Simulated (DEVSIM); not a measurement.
Device: TaN/HfO2/SiO2/p-Si capacitor, at 300 K.

| layer (left to right) | material | thickness (nm) | Na (cm⁻³) |
|---|---|---|---|
| 1 | HfO2 | 15.0 | - |
| 2 | SiO2 | 1.10 | - |
| 3 | Si | 7800 | 5.4e15 |

Metal gate on the left, work function 4.4 eV. Fixed charge at the semiconductor interface 0 cm⁻² (in units of +e); no interface traps.

This is a model device: material constants are rounded textbook-type values typed into the input, and sizes, dopings and lifetimes were drawn at random. Values at 300 K.

```tsv
parameter	HfO2	SiO2	Si
gap (eV)	5.7	9	1.124
affinity (eV)	2.5	0.9	4.05
permittivity	22	3.9	11.7
Nc (cm⁻³)	-	-	2.86e19
Nv (cm⁻³)	-	-	3.1e19
```

Simulated with DEVSIM: 1D Poisson equation in equilibrium, Boltzmann statistics, complete ionisation; no quantum confinement or tunnelling. Metal contacts follow the ideal Schottky-Mott rule: no Fermi-level pinning, no interface dipoles.

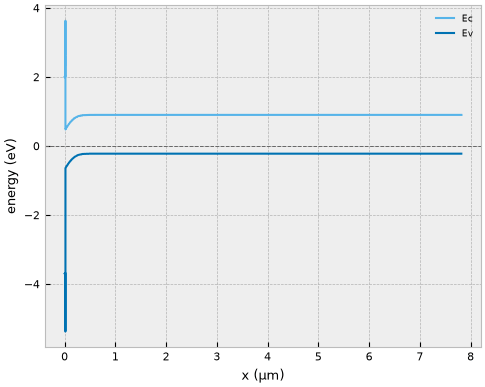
Fig. 1. Band edges at -0.1 V on the gate

Energies count from the Fermi level of the right contact; mesh points crowd at the junctions.

```
x (μm)    Ec (eV)  Ev (eV)  n (cm⁻³)  p (cm⁻³)  field (V/cm)
--------  -------  -------  --------  --------  ------------
0.000       2.000   -3.700     < 1e2     < 1e2         14000
0.001691    2.002   -3.698     < 1e2     < 1e2         14000
0.005650    2.008   -3.692     < 1e2     < 1e2         14000
0.01122     2.015   -3.685     < 1e2     < 1e2         14000
0.01464     2.020   -3.680     < 1e2     < 1e2         14000
0.01554     3.625   -5.375     < 1e2     < 1e2         77000
0.01646     0.480   -0.644    2.5e11     4.7e8         26000
0.02027     0.490   -0.634    1.7e11     6.8e8         25000
0.02919     0.512   -0.612    7.2e10     1.6e9         25000
0.05174     0.565   -0.559     9.1e9    1.3e10         23000
0.1100      0.683   -0.441     9.4e7    1.2e12         18000
0.3596      0.892   -0.232     30000    3.9e15          1500
0.9358      0.900   -0.224     22000    5.4e15           ≈ 0
2.393       0.900   -0.224     22000    5.4e15           ≈ 0
6.028       0.900   -0.224     22000    5.4e15           ≈ 0
7.125       0.900   -0.224     22000    5.4e15           ≈ 0
7.549       0.900   -0.224     22000    5.4e15           ≈ 0
7.717       0.900   -0.224     22000    5.4e15           ≈ 0
7.790       0.900   -0.224     22000    5.4e15           ≈ 0
7.806       0.900   -0.224     22000    5.4e15           ≈ 0
7.813       0.900   -0.224     22000    5.4e15           ≈ 0
7.816       0.900   -0.224     22000    5.4e15           ≈ 0
```
